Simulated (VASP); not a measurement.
Shape and ions are relaxed at each volume.

Energy against volume of Tb (hcp). Calculation: PBE GGA with D3 dispersion (Becke-Johnson damping), VASP's PBE PAW potentials (set 64) (plane waves; VASP 6.6.1).

The 4f electrons are frozen in the core of the lanthanide potential, so 4f levels, which can set the real gap, and their magnetism are missing.

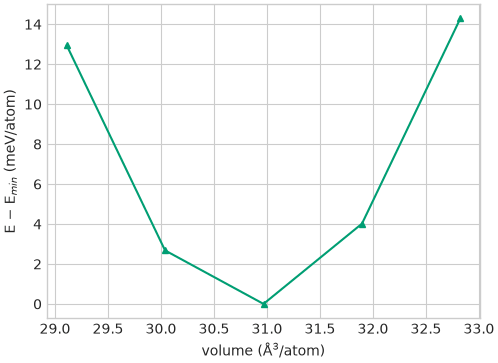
Figure. Energy against volume

### Question
Estimate the equilibrium volume and the bulk modulus.

### Answer
The minimum lies near 30.9 Å³/atom, and the curvature gives B0 of about 39 GPa.

Measured: bulk modulus 38.7 GPa (computed value off by +2.0 %), as given by Wikipedia, Terbium (infobox). The calculation is for a static lattice, while the measured bulk modulus holds thermal and zero-point effects, which are part of the difference.

The compound is Tb in the hcp structure. It was relaxed first.
